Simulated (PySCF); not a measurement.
## Electronic structure of C$_{7}$H$_{8}$NP (SMILES C=Cc1nccpc1C) in real space

```yaml
atoms:
  - { symbol: C, position_ang: [-0.8564, 2.5620, 0.4848] }
  - { symbol: C, position_ang: [-1.0707, 1.2750, 0.2399] }
  - { symbol: C, position_ang: [0.0172, 0.3097, 0.0582] }
  - { symbol: N, position_ang: [1.2416, 0.8298, 0.1581] }
  - { symbol: C, position_ang: [2.3271, 0.1048, 0.0205] }
  - { symbol: C, position_ang: [2.3902, -1.2511, -0.2392] }
  - { symbol: P, position_ang: [0.9828, -2.2393, -0.4278] }
  - { symbol: C, position_ang: [-0.2642, -1.0374, -0.1978] }
  - { symbol: C, position_ang: [-1.6769, -1.5444, -0.2928] }
  - { symbol: H, position_ang: [0.1469, 2.9439, 0.5600] }
  - { symbol: H, position_ang: [-1.6668, 3.2587, 0.6151] }
  - { symbol: H, position_ang: [-2.0788, 0.8964, 0.1659] }
  - { symbol: H, position_ang: [3.2508, 0.6657, 0.1289] }
  - { symbol: H, position_ang: [3.3585, -1.7254, -0.3297] }
  - { symbol: H, position_ang: [-1.6747, -2.6149, -0.4966] }
  - { symbol: H, position_ang: [-2.2158, -1.3759, 0.6397] }
  - { symbol: H, position_ang: [-2.2179, -1.0457, -1.0971] }
```

Geometry: GFN2-xTB.

Method: wB97X-D/def2-SVPD, SCF density, gas phase (PySCF 2.14.0).

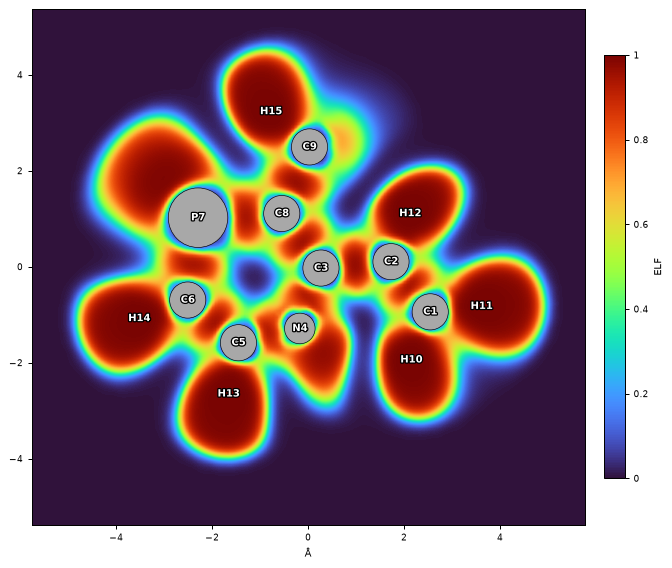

Figure 1. ELF on the plane of atoms C6, C5 and H13. Grey discs cover the atomic cores.

### What does the map show?

The section cuts through C, N, P and H sites. C–N (1.31 Å): the ELF peaks at about 0.90 between the atoms; localised, covalent bonding. C–C (1.33 Å): the ELF peaks at about 0.95 between the atoms (a multiple bond). C–P (1.73 Å): the ELF peaks at about 0.95 between the atoms (localised, covalent bonding). C–H (1.08 Å): the ELF climbs to about 1 towards the hydrogen, as it does in any bond to H: a covalent bond by its length. C–C (1.38 Å): the ELF peaks at about 0.95 between the atoms: a covalent bond. The ELF also peaks beside N4 and P7, away from the bonds: lone-pair regions.

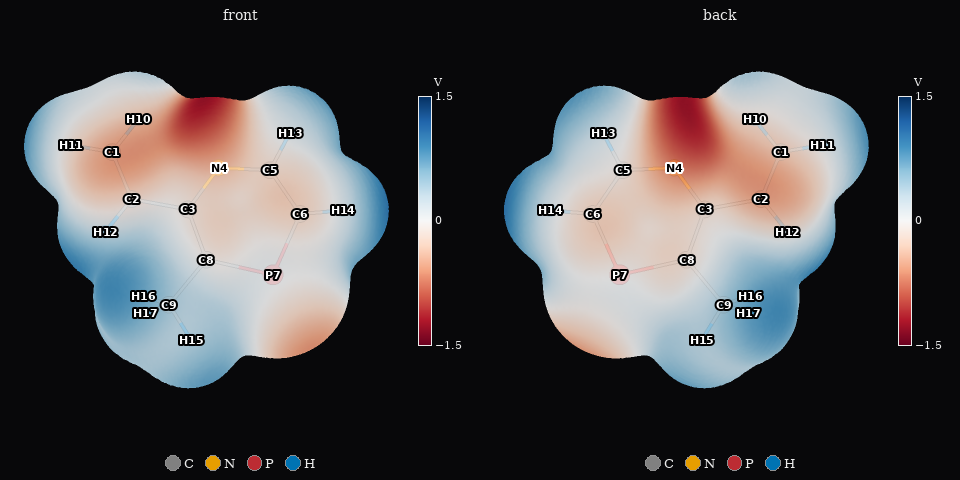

Figure 2. The molecular electrostatic potential painted on the density surface at 0.002 e/bohr³, seen from the front and from behind; the colour scale runs from red (negative) to blue (positive).

### Describe the electrostatic potential map.

The most negative region (about −1.3 V) lies over N4, the most positive (about +1.0 V) over H14. N4 is the likeliest acceptor of a hydrogen bond.
